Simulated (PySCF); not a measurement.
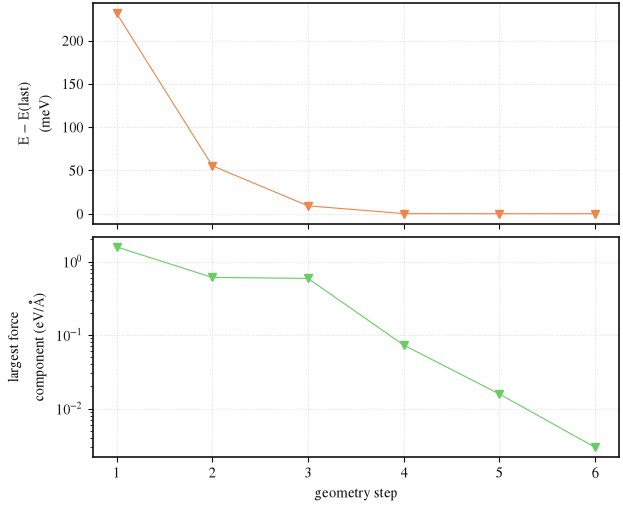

History of a geometry optimisation. The start has point group C2v, which is kept. A held symmetry can leave a saddle point.

F$_{3}$Ir molecule (charge +1), multiplicity 4; UKS-based PBE0, Ir def2-TZVP with ECP60, F def2-TZVP; non-relativistic Hamiltonian with scalar-relativistic core potentials; density fitting (PySCF 2.14.0).

Q: How did it end, and what did it gain?

A: The optimisation met its thresholds at geometry 6, counting the start as the first. The energy fell by about 230 meV from the first step to the last. The largest force component goes from about 1.6 eV/Å at the start to 3 × 10⁻³ eV/Å at the end.
